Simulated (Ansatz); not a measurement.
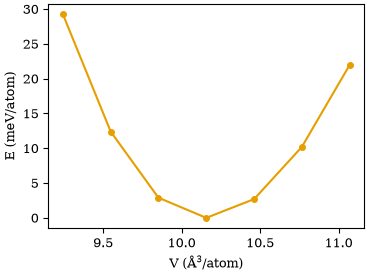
*LuH₂ (fluorite, Fm-3m) under volume change, plane-wave PAW PBEsol (Ansatz code), scaled uniformly.*

Task: What does a third-order Birch–Murnaghan fit give for V₀, B₀ and B′?

Result: V₀ = 10.16 Å³/atom, B₀ = 98.2 GPa, B′ = 3.8.

The workflow started from an entry of the Crystallography Open Database (COD). Whether it is the stable phase at ambient conditions was not checked. Symmetry was held in the PBEsol relaxation; of distortions, only those at the zone centre were tested. Scalar-relativistic: spin–orbit coupling is off unless named, which matters more the heavier the elements.

Potentials: the later of the program's two PAW sets.
